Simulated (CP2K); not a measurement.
**InNH2Cl (SMILES [NH2][In][Cl]) at UPBE0/TZV2P-MOLOPT-PBE0-GTH (core potential)**

What is the vertical ionisation energy of InNH2Cl at UPBE0/TZV2P-MOLOPT-PBE0-GTH (core potential)? 

Program for the calculation: CP2K 2026.2.

2 further runs of the same task are left out: 1 that didn't finish, 1 set aside as unsound or not needed.

## 1. The system as given

InNH2Cl: 5 atoms, total charge 0, spin state doublet. SMILES: `[NH2][In][Cl]`. The coordinates come from a PBE0-D4/def2-TZVP relaxation. This is one conformer, not always the lowest.

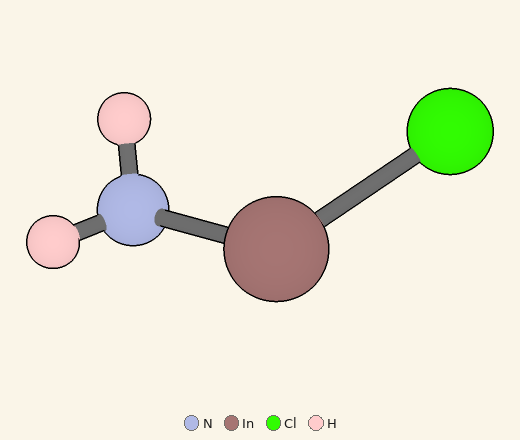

The structure, seen from a chosen angle (nitrogen light blue, indium brown, chlorine green, hydrogen pink).

## 2. A single-point energy at UPBE0/TZV2P-MOLOPT-PBE0-GTH (core potential)

File molecule.xyz:

```xyz
5

N     -0.142600     0.808600    -0.493900
In    -0.411600    -1.217800    -0.153300
Cl     1.391500    -2.211500     1.018700
H     -0.999700     1.283800    -0.756700
H      0.212300     1.263200     0.343800
```

File molecule.inp:

```
&GLOBAL
  PROJECT_NAME molecule
  RUN_TYPE ENERGY
  PRINT_LEVEL MEDIUM
&END

&FORCE_EVAL
  METHOD QS
  &DFT
    BASIS_SET_FILE_NAME BASIS_MOLOPT_UZH
    BASIS_SET_FILE_NAME BASIS_ADMM_UZH
    POTENTIAL_FILE_NAME POTENTIAL_UZH
    CHARGE 0
    MULTIPLICITY 2
    UNRESTRICTED_KOHN_SHAM T
    &QS
      METHOD GPW
      EPS_DEFAULT 1.0E-10
    &END
    ! plane-wave cutoff in Ry
    &MGRID
      CUTOFF 400
      REL_CUTOFF 50
      NGRIDS 4
    &END
    &POISSON
      PERIODIC NONE
      POISSON_SOLVER MULTIPOLE
    &END
    ! self-consistent field
    &SCF
      SCF_GUESS ATOMIC
      EPS_SCF 1.0E-06
      MAX_SCF 60
      ADDED_MOS 3
      &DIAGONALIZATION
        ALGORITHM STANDARD
      &END
      &MIXING
        METHOD DIRECT_P_MIXING
        ALPHA 0.4
      &END
    &END
    &XC
      &XC_FUNCTIONAL
        &PBE
          SCALE_X 0.75
          SCALE_C 1.0
        &END
      &END
      ! exact exchange
      &HF
        FRACTION 0.25
        &SCREENING
          EPS_SCHWARZ 1.0E-09
          SCREEN_ON_INITIAL_P F
        &END
        &INTERACTION_POTENTIAL
          POTENTIAL_TYPE COULOMB
        &END
        &MEMORY
          MAX_MEMORY 1050
        &END
      &END
    &END
    &AUXILIARY_DENSITY_MATRIX_METHOD
      ADMM_TYPE ADMMS
      EXCH_CORRECTION_FUNC PBEX
    &END
    &PRINT
      &MOMENTS
        PERIODIC F
        REFERENCE COM
        MAX_MOMENT 1
      &END
      &MO ON
        ENERGIES T
        OCCUPATION_NUMBERS T
        NDIGITS 6
        &EACH
          QS_SCF 0
        &END
        ADD_LAST NUMERIC
      &END
      &HIRSHFELD OFF
      &END
    &END
  &END
  &SUBSYS
    ! vacuum box
    &CELL
      ABC [angstrom] 9.4 10.5 8.8
      PERIODIC NONE
    &END
    &TOPOLOGY
      COORD_FILE_NAME molecule.xyz
      COORD_FILE_FORMAT XYZ
      &CENTER_COORDINATES
      &END
    &END
    &KIND N
      BASIS_SET ORB TZV2P-MOLOPT-PBE0-GTH-q5
      BASIS_SET AUX_FIT admm-tzp-q5
      POTENTIAL GTH-PBE0-q5
    &END
    &KIND In
      BASIS_SET ORB TZV2P-MOLOPT-PBE0-GTH-q13
      BASIS_SET AUX_FIT admm-tzp-q13
      POTENTIAL GTH-PBE0-q13
    &END
    &KIND Cl
      BASIS_SET ORB TZV2P-MOLOPT-PBE0-GTH-q7
      BASIS_SET AUX_FIT admm-tzp-q7
      POTENTIAL GTH-PBE0-q7
    &END
    &KIND H
      BASIS_SET ORB TZV2P-MOLOPT-PBE0-GTH-q1
      BASIS_SET AUX_FIT admm-tzp-q1
      POTENTIAL GTH-PBE0-q1
    &END
  &END
&END
```

Started as:

```bash
$ OMP_NUM_THREADS=1 cp2k.psmp -i molecule.inp > molecule.out 2>&1
```

Standard output:

```text
CP2K| version string:                                       CP2K version 2026.2
[...]
 GLOBAL| Method name                                                        CP2K
[...]
 GLOBAL| Run type                                                         ENERGY
[...]
 DFT| Spin unrestricted (spin-polarized) Kohn-Sham calculation               UKS
 DFT| Multiplicity                                                             2
[...]
 DFT| Charge                                                                   0
[...]
 FUNCTIONAL| PBE:
 QS| Method:                                                                 GPW
[...]
 QS| Density cutoff [a.u.]:                                                200.0
[...]
 QS| Relative density cutoff [a.u.]:                                        25.0
[...]
                             - Atoms:                                          5
[...]
                             - Spherical basis functions:                    127
[...]
 Number of electrons:                                                         14
[...]
     1 P_Mix/Diag. 0.40E+00    8.3     0.90898070       -81.2340307055 -8.12E+01
[...]
    22 DIIS/Diag.  0.50E-06    6.4     0.00000053       -82.9416959598 -3.03E-12
  *** SCF run converged in    22 steps ***
[...]
  Overlap energy of the core charge distribution:               0.00000017743684
  Self energy of the core charge distribution:               -150.72506765625400
  Core Hamiltonian energy:                                     43.62472089715988
  Hartree energy:                                              37.44141473640050
  Exchange-correlation energy:                                -10.46457590094206
  Hartree-Fock Exchange energy:                                -2.81818821358823
  Total energy:                                               -82.94169595978707
[...]
  Ideal and single determinant S**2 :                    0.750000       0.757926
[...]
                     Mulliken Population Analysis
 #  Atom  Element  Kind  Atomic population (alpha,beta) Net charge  Spin moment
       1     N        1         2.837168     2.591172    -0.428339     0.245996
       2     In       2         6.495791     5.841546     0.662663     0.654245
       3     Cl       3         3.764848     3.661735    -0.426583     0.103113
       4     H        4         0.449861     0.456778     0.093361    -0.006918
       5     H        4         0.452333     0.448770     0.098898     0.003563
 # Total charge and spin       14.000000    13.000000     0.000000     1.000000
[...]
  Dipole moment [Debye]
    X= -0.3075199E+01 Y=  0.1524512E+01 Z= -0.7930855E+00  Total=      3.5227791
 ENERGY| Total FORCE_EVAL ( QS ) energy [hartree]            -82.941695959787069
[...]
```

It took 2.3 min on 1 thread of Arm Neoverse V1, shared host; peak memory 1.1 GiB.

## 3. The singlet cation

File qs.inp:

```
&FORCE_EVAL
  METHOD QS
  &DFT
    BASIS_SET_FILE_NAME BASIS_MOLOPT_UZH
    BASIS_SET_FILE_NAME BASIS_ADMM_UZH
    POTENTIAL_FILE_NAME POTENTIAL_UZH
    CHARGE 1
    &QS
      METHOD GPW
      EPS_DEFAULT 1.0E-10
    &END QS
    &MGRID
      CUTOFF 400
      REL_CUTOFF 50
      NGRIDS 4
    &END MGRID
    &POISSON
      PERIODIC NONE
      POISSON_SOLVER MULTIPOLE
    &END POISSON
    &SCF
      SCF_GUESS ATOMIC
      EPS_SCF 1.0E-06
      MAX_SCF 100
      ADDED_MOS 10
      &DIAGONALIZATION
        ALGORITHM STANDARD
      &END DIAGONALIZATION
      &MIXING
        METHOD DIRECT_P_MIXING
        ALPHA 0.4
      &END MIXING
    &END SCF
    &XC
      &XC_FUNCTIONAL
        &PBE
          SCALE_X 0.75
          SCALE_C 1.0
        &END PBE
      &END XC_FUNCTIONAL
      &HF
        FRACTION 0.25
        &SCREENING
          EPS_SCHWARZ 1.0E-09
        &END SCREENING
        &MEMORY
          MAX_MEMORY 1050
        &END MEMORY
      &END HF
    &END XC
    &AUXILIARY_DENSITY_MATRIX_METHOD
      ADMM_TYPE ADMMS
      EXCH_CORRECTION_FUNC PBEX
    &END AUXILIARY_DENSITY_MATRIX_METHOD
    &PRINT
      &MOMENTS
        PERIODIC F
        REFERENCE COM
        MAX_MOMENT 1
      &END MOMENTS
      &MO ON
        ENERGIES T
        OCCUPATION_NUMBERS T
        NDIGITS 6
        &EACH
          QS_SCF 0
        &END EACH
        ADD_LAST NUMERIC
      &END MO
      &HIRSHFELD OFF
      &END HIRSHFELD
    &END PRINT
  &END DFT
  &SUBSYS
    &CELL
      ABC 9.4 10.5 8.8
      PERIODIC NONE
    &END CELL
    &COORD
      N      4.361500     6.522450     3.775100
      In     4.092500     4.496050     4.115700
      Cl     5.895600     3.502350     5.287700
      H      3.504400     6.997650     3.512300
      H      4.716400     6.977050     4.612800
    &END COORD
    &KIND N
      BASIS_SET ORB TZV2P-MOLOPT-PBE0-GTH-q5
      BASIS_SET AUX_FIT admm-tzp-q5
      POTENTIAL GTH-PBE0-q5
    &END KIND
    &KIND In
      BASIS_SET ORB TZV2P-MOLOPT-PBE0-GTH-q13
      BASIS_SET AUX_FIT admm-tzp-q13
      POTENTIAL GTH-PBE0-q13
    &END KIND
    &KIND Cl
      BASIS_SET ORB TZV2P-MOLOPT-PBE0-GTH-q7
      BASIS_SET AUX_FIT admm-tzp-q7
      POTENTIAL GTH-PBE0-q7
    &END KIND
    &KIND H
      BASIS_SET ORB TZV2P-MOLOPT-PBE0-GTH-q1
      BASIS_SET AUX_FIT admm-tzp-q1
      POTENTIAL GTH-PBE0-q1
    &END KIND
  &END SUBSYS
&END FORCE_EVAL
&GLOBAL
  PROJECT qs
  RUN_TYPE ENERGY
  PRINT_LEVEL MEDIUM
&END GLOBAL
```

Started as:

```bash
$ OMP_NUM_THREADS=1 cp2k.psmp -i qs.inp -o qs.out
```

Standard output:

```text
CP2K| version string:                                       CP2K version 2026.2
[...]
 GLOBAL| Method name                                                        CP2K
[...]
 GLOBAL| Run type                                                         ENERGY
[...]
 DFT| Spin restricted Kohn-Sham (RKS) calculation                            RKS
 DFT| Multiplicity                                                             1
[...]
 DFT| Charge                                                                   1
[...]
 FUNCTIONAL| PBE:
 QS| Method:                                                                 GPW
[...]
 QS| Density cutoff [a.u.]:                                                200.0
[...]
 QS| Relative density cutoff [a.u.]:                                        25.0
[...]
                             - Atoms:                                          5
[...]
                             - Spherical basis functions:                    127
[...]
 Number of electrons:                                                         26
[...]
     1 P_Mix/Diag. 0.40E+00    4.5     1.86638157       -80.3416685190 -8.03E+01
[...]
    18 DIIS/Diag.  0.19E-06    2.5     0.00000019       -82.6300955433 -5.91E-12
  *** SCF run converged in    18 steps ***
[...]
  Overlap energy of the core charge distribution:               0.00000017743684
  Self energy of the core charge distribution:               -150.72506765625400
  Core Hamiltonian energy:                                     43.32015900065083
  Hartree energy:                                              37.75753923671540
  Exchange-correlation energy:                                -10.23964646011816
  Hartree-Fock Exchange energy:                                -2.74307984170691
  Total energy:                                               -82.63009554327600
[...]
                     Mulliken Population Analysis
 #  Atom  Element  Kind  Atomic population                           Net charge
       1     N        1          5.289208                             -0.289208
       2     In       2         11.826952                              1.173048
       3     Cl       3          7.187772                             -0.187772
       4     H        4          0.853081                              0.146919
       5     H        4          0.842988                              0.157012
 # Total charge                             26.000000                  1.000000
[...]
  Dipole moment [Debye]
    X= -0.3913730E+01 Y=  0.1947855E+01 Z= -0.1457648E+01  Total=      4.6082702
 ENERGY| Total FORCE_EVAL ( QS ) energy [hartree]            -82.630095543275999
[...]
```

It took 47 s on 1 thread of Arm Neoverse V1, shared host; peak memory 0.84 GiB.

## 4. Results

Level: UPBE0/TZV2P-MOLOPT-PBE0-GTH (core potential).

```
                                           quantity         value
                      doublet InNH2Cl: total energy  -82.94170 Eh
                     doublet InNH2Cl: dipole moment        3.52 D
doublet InNH2Cl: HOMO energy (highest over α and β)      -6.40 eV
 doublet InNH2Cl: LUMO energy (lowest over α and β)      -3.58 eV
                              doublet InNH2Cl: ⟨S²⟩         0.758
                       singlet cation: total energy  -82.63010 Eh
                        singlet cation: HOMO energy     -13.79 eV
                        singlet cation: LUMO energy     -10.52 eV
                      singlet cation: HOMO–LUMO gap       3.27 eV
 vertical ionisation energy (to the singlet cation)      8.479 eV
```

In words: The vertical ionisation energy comes to 8.48 eV (818 kJ/mol). Only the singlet of the ionised species was computed; a triplet could lie lower.
